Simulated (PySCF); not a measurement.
# One shape, several levels: CH5InNP (SMILES [CH2]1N[PH][InH]1)

We compute a comparison of 3 runs (HF/3-21G, HF/def2-SVP, r2SCAN/3-21G) of CH5InNP. 

The calculation is run with PySCF 2.14.0.

## (1) Starting point

CH5InNP has 9 atoms, charge 0, and is taken as a singlet. SMILES: `[CH2]1N[PH][InH]1`. The shape comes from GFN2-xTB, which is rough for such elements, and wasn't checked as a minimum.

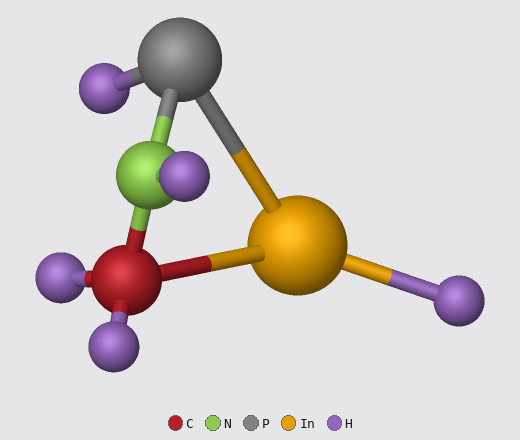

Viewed from a chosen angle; carbon red, nitrogen green, phosphorus grey, indium amber, hydrogen purple.

## (2) Energy and forces at HF/3-21G (run 1)

Contents of calc.py:

```python
# [CH2]1N[PH][InH]1
from pyscf import gto

molecule = gto.M(
    atom='''
C      0.005340     0.697290    -0.840320
N      1.086170     0.140450    -0.192460
P      1.121490    -1.411590     0.418380
In    -1.486330    -0.357460     1.049540
H     -0.378920     0.073690    -1.644940
H      0.135160     1.736720    -1.122960
H      1.694020     0.801980     0.275930
H      0.334340    -1.951090    -0.623620
H     -2.511260     0.270010     2.680450
''',
    verbose=3,
    basis='3-21g',
    charge=0,
    max_memory=1860,
)

myscf = molecule.RHF()
myscf.conv_tol = 1e-10
myscf.kernel()
if not myscf.converged:
    myscf = myscf.newton().run(myscf.mo_coeff, myscf.mo_occ)

energy = myscf.e_tot
print(f'total energy: {energy:.8f} hartree')
grad = myscf.nuc_grad_method().kernel()
myscf.analyze()
```

Launch:

```
$ OMP_NUM_THREADS=1 python calc.py
```

Log:

```text
converged SCF energy = -6148.33198364395
total energy: -6148.33198364 hartree
--------------- RHF gradients ---------------
         x                y                z
0 C     0.0196527412     0.0079919315     0.0119774906
1 N    -0.0224832174    -0.0550917558     0.0018194265
2 P     0.0098186311     0.0483718594    -0.0209603997
3 In     0.0038414825    -0.0213333770    -0.0161146407
4 H    -0.0035109247    -0.0089635308    -0.0047333240
5 H     0.0075838985     0.0046375890    -0.0055450561
6 H     0.0049124270     0.0057013958     0.0055266833
7 H    -0.0057646121     0.0093833206     0.0063251679
8 H    -0.0140504262     0.0093025672     0.0217046522
----------------------------------------------
**** MO energy ****
MO #1   energy= -991.690717851723  occ= 2
MO #2   energy= -148.660693540195  occ= 2
MO #3   energy= -138.091522686381  occ= 2
MO #4   energy= -138.091198094519  occ= 2
MO #5   energy= -138.09095399524   occ= 2
MO #6   energy= -79.3955748452252  occ= 2
MO #7   energy= -29.5442752947782  occ= 2
MO #8   energy= -25.0843069575853  occ= 2
MO #9   energy= -25.0828549538789  occ= 2
MO #10  energy= -25.0813960269872  occ= 2
MO #11  energy= -17.4852016261896  occ= 2
MO #12  energy= -17.4850732273507  occ= 2
MO #13  energy= -17.4837930285058  occ= 2
MO #14  energy= -17.4826319527972  occ= 2
MO #15  energy= -17.4823863895749  occ= 2
MO #16  energy= -15.5232006403152  occ= 2
MO #17  energy= -11.2264792690792  occ= 2
MO #18  energy= -7.46049955818627  occ= 2
MO #19  energy= -5.34512781054854  occ= 2
MO #20  energy= -5.3431325743269   occ= 2
MO #21  energy= -5.3420468903672   occ= 2
MO #22  energy= -4.98840992704863  occ= 2
MO #23  energy= -3.45882025510012  occ= 2
MO #24  energy= -3.45517745452071  occ= 2
MO #25  energy= -3.45094325134383  occ= 2
MO #26  energy= -1.24668104497256  occ= 2
MO #27  energy= -1.08700309454491  occ= 2
MO #28  energy= -1.08657681571721  occ= 2
MO #29  energy= -1.08128694012083  occ= 2
MO #30  energy= -1.0783920093525   occ= 2
MO #31  energy= -1.07776561298701  occ= 2
MO #32  energy= -0.916299187499066 occ= 2
MO #33  energy= -0.817406763154968 occ= 2
MO #34  energy= -0.67298023319765  occ= 2
MO #35  energy= -0.604818457266559 occ= 2
MO #36  energy= -0.559731567540215 occ= 2
MO #37  energy= -0.531162836628803 occ= 2
MO #38  energy= -0.427807891332828 occ= 2
MO #39  energy= -0.403729193320671 occ= 2
MO #40  energy= -0.28955966794776  occ= 2
MO #41  energy= -0.264098516022649 occ= 2
MO #42  energy= 0.0182578772129083 occ= 0
MO #43  energy= 0.0715555590968089 occ= 0
MO #44  energy= 0.0965689771384368 occ= 0
MO #45  energy= 0.18035349373517   occ= 0
MO #46  energy= 0.209140550224158  occ= 0
MO #47  energy= 0.225284138552115  occ= 0
MO #48  energy= 0.257856160077041  occ= 0
MO #49  energy= 0.291160943912528  occ= 0
MO #50  energy= 0.332922893223053  occ= 0
MO #51  energy= 0.339085254579635  occ= 0
MO #52  energy= 0.343780883854992  occ= 0
MO #53  energy= 0.364545409522412  occ= 0
MO #54  energy= 0.424414597573259  occ= 0
MO #55  energy= 0.494499453285555  occ= 0
MO #56  energy= 0.638711879198437  occ= 0
MO #57  energy= 0.665509907696236  occ= 0
MO #58  energy= 0.729457578515728  occ= 0
MO #59  energy= 0.819172599798334  occ= 0
MO #60  energy= 0.988067358410814  occ= 0
MO #61  energy= 1.02676752850144   occ= 0
MO #62  energy= 1.06829722921763   occ= 0
MO #63  energy= 1.25318427329088   occ= 0
MO #64  energy= 1.28346314084548   occ= 0
MO #65  energy= 1.31494025899453   occ= 0
MO #66  energy= 1.36705173716285   occ= 0
MO #67  energy= 1.40554784192484   occ= 0
MO #68  energy= 1.44055963990148   occ= 0
MO #69  energy= 1.63915994438463   occ= 0
MO #70  energy= 1.77054462148929   occ= 0
MO #71  energy= 1.79020815431351   occ= 0
MO #72  energy= 2.7468488177743    occ= 0
 ** Mulliken atomic charges  **
charge of    0C =     -0.17370
charge of    1N =     -0.43436
charge of    2P =      0.11952
charge of    3In =      0.24621
charge of    4H =      0.10754
charge of    5H =      0.10702
charge of    6H =      0.23221
charge of    7H =     -0.03326
charge of    8H =     -0.17117
Dipole moment(X, Y, Z, Debye): -0.19112,  1.37196, -1.59562
```

Wall time 5.7 s (1 thread of Intel Xeon at 2.70GHz, shared host); peak memory 0.14 GiB.

## (3) Energy and forces at HF/def2-SVP (core potential) (run 2)

Contents of run.py:

```python
# [CH2]1N[PH][InH]1
from pyscf import gto

mol = gto.M(
    atom='''
C        0.005340       0.697290      -0.840320
N        1.086170       0.140450      -0.192460
P        1.121490      -1.411590       0.418380
In      -1.486330      -0.357460       1.049540
H       -0.378920       0.073690      -1.644940
H        0.135160       1.736720      -1.122960
H        1.694020       0.801980       0.275930
H        0.334340      -1.951090      -0.623620
H       -2.511260       0.270010       2.680450
''',
    ecp={'In': 'def2-svp'},
    max_memory=1860,
    basis='def2-svp',
    verbose=4,
)

mf = mol.RHF()
mf.conv_tol = 1e-10
mf.kernel()
if not mf.converged:
    mf = mf.newton().run(mf.mo_coeff, mf.mo_occ)

e_final = mf.e_tot
print('Final energy', e_final)
grad = mf.nuc_grad_method().kernel()
dip = mf.dip_moment()
pop, q = mf.mulliken_pop()
```

Launch:

```
$ OMP_NUM_THREADS=1 python run.py
```

Log:

```text
PySCF version 2.14.0

[... 71 lines left out ...]
converged SCF energy = -624.892882243486
Final energy -624.8928822434862
[... 11 lines left out ...]
Dipole moment(X, Y, Z, Debye):  0.55706,  0.84063, -1.96135
[... 68 lines left out ...]
pop of  3 In 5dxy         0.06986
pop of  3 In 5dyz         0.07018
pop of  3 In 5dz^2        0.07034
pop of  3 In 5dxz         0.07791
pop of  3 In 5dx2-y2      0.06366
pop of  4 H 1s            0.74982
pop of  4 H 2s            0.13448
pop of  4 H 2px           0.00599
pop of  4 H 2py           0.00834
pop of  4 H 2pz           0.01175
pop of  5 H 1s            0.74953
pop of  5 H 2s            0.15606
pop of  5 H 2px           0.00310
pop of  5 H 2py           0.01755
pop of  5 H 2pz           0.00510
pop of  6 H 1s            0.70631
pop of  6 H 2s            0.06667
pop of  6 H 2px           0.01662
pop of  6 H 2py           0.01533
pop of  6 H 2pz           0.01337
pop of  7 H 1s            0.74855
pop of  7 H 2s            0.26771
pop of  7 H 2px           0.00771
pop of  7 H 2py           0.00278
pop of  7 H 2pz           0.00879
pop of  8 H 1s            0.61136
pop of  8 H 2s            0.63454
pop of  8 H 2px           0.00102
pop of  8 H 2py           0.00047
pop of  8 H 2pz           0.00255
 ** Mulliken atomic charges  **
charge of    0C =     -0.07176
charge of    1N =     -0.48892
charge of    2P =      0.14998
charge of    3In =      0.35622
charge of    4H =      0.08962
charge of    5H =      0.06866
charge of    6H =      0.18170
charge of    7H =     -0.03555
charge of    8H =     -0.24995
```

It took 12 s on 1 thread of Intel Xeon at 2.70GHz, shared host; peak memory 0.2 GiB.

## (4) Energy and gradient at r2SCAN/3-21G (run 3)

Contents of input.py:

```python
import pyscf.grad
from pyscf import gto, dft

mol = gto.Mole()
mol.atom = '''
C      0.005340     0.697290    -0.840320
N      1.086170     0.140450    -0.192460
P      1.121490    -1.411590     0.418380
In    -1.486330    -0.357460     1.049540
H     -0.378920     0.073690    -1.644940
H      0.135160     1.736720    -1.122960
H      1.694020     0.801980     0.275930
H      0.334340    -1.951090    -0.623620
H     -2.511260     0.270010     2.680450
'''
mol.max_memory = 1860
mol.charge = 0
mol.basis = '3-21g'
mol.verbose = 4
mol.build()

mf = dft.RKS(mol, xc='r2scan')
mf.grids.level = 5
mf.conv_tol = 1e-10
mf.kernel()
if not mf.converged:
    mf = mf.newton().run(mf.mo_coeff, mf.mo_occ)

e_final = mf.e_tot
print('E(%s) = %.9f' % ('R2SCAN', e_final))
grad = mf.Gradients().kernel()
dip = mf.dip_moment()
pop, q = mf.mulliken_pop()
```

Launch:

```
$ OMP_NUM_THREADS=1 python input.py
```

Log:

```text
PySCF version 2.14.0

[... 84 lines left out ...]
converged SCF energy = -6151.87751501531
[... 13 lines left out ...]
Dipole moment(X, Y, Z, Debye):  0.56383,  1.59387, -1.77832
[... 43 lines left out ...]
pop of  3 In 3pz          1.99807
pop of  3 In 4px          1.97702
pop of  3 In 4py          1.97758
pop of  3 In 4pz          1.97994
pop of  3 In 5px          0.18066
pop of  3 In 5py          0.18705
pop of  3 In 5pz          0.33085
pop of  3 In 6px          0.05212
pop of  3 In 6py          0.10718
pop of  3 In 6pz          0.24579
pop of  3 In 3dxy         1.99956
pop of  3 In 3dyz         1.99965
pop of  3 In 3dz^2        1.99956
pop of  3 In 3dxz         1.99923
pop of  3 In 3dx2-y2      1.99963
pop of  3 In 4dxy         1.99615
pop of  3 In 4dyz         1.99683
pop of  3 In 4dz^2        1.99586
pop of  3 In 4dxz         1.99249
pop of  3 In 4dx2-y2      1.99667
pop of  4 H 1s            0.46908
pop of  4 H 2s            0.28100
pop of  5 H 1s            0.47134
pop of  5 H 2s            0.30334
pop of  6 H 1s            0.44052
pop of  6 H 2s            0.19523
pop of  7 H 1s            0.44927
pop of  7 H 2s            0.57439
pop of  8 H 1s            0.35274
pop of  8 H 2s            0.83779
 ** Mulliken atomic charges  **
charge of    0C =     -0.35831
charge of    1N =     -0.83760
charge of    2P =      0.20364
charge of    3In =      0.36696
charge of    4H =      0.24992
charge of    5H =      0.22532
charge of    6H =      0.36425
charge of    7H =     -0.02366
charge of    8H =     -0.19053
```

Wall time 43 s (1 thread of Intel Xeon at 2.70GHz, shared host); peak memory 0.72 GiB.

## (5) Overview of the runs

```csv
run,level,core potential,integration grid,energy (Eh),dipole moment (D),HOMO energy (eV),LUMO energy (eV),wall time
1,HF/3-21G,–,–,-6148.331984,2.11,-7.19,0.50,5.7 s
2,HF/def2-SVP (core potential),def2-svp,–,-624.892882,2.21,-7.39,0.53,12 s
3,r2SCAN/3-21G,–,5,-6151.877515,2.45,-4.62,-2.37,43 s
```

## (6) What came out

| quantity | value |
| --- | --- |
| run 3: total energy | -6151.87752 Eh |
| run 3: dipole moment | 2.45 D |
| run 3: HOMO energy | -4.62 eV |
| run 3: LUMO energy | -2.37 eV |
| run 3: HOMO–LUMO gap | 2.26 eV |
| run 3: largest force on an atom | 3.420 eV/Å |

What this shows: The dipole moment (its size) runs from 2.11 D (HF/3-21G) to 2.45 D (r2SCAN/3-21G). The HOMO–LUMO gap runs from 2.26 eV (r2SCAN/3-21G) to 7.92 eV (HF/def2-SVP). The two ends differ in method and basis and core potential. Some runs of one species differ in core potentials or relativity; totals across that change don't compare. In runs 1, 3 relativity is left out where basis or elements ask for it. All runs together took 61 s, the longest 43 s.
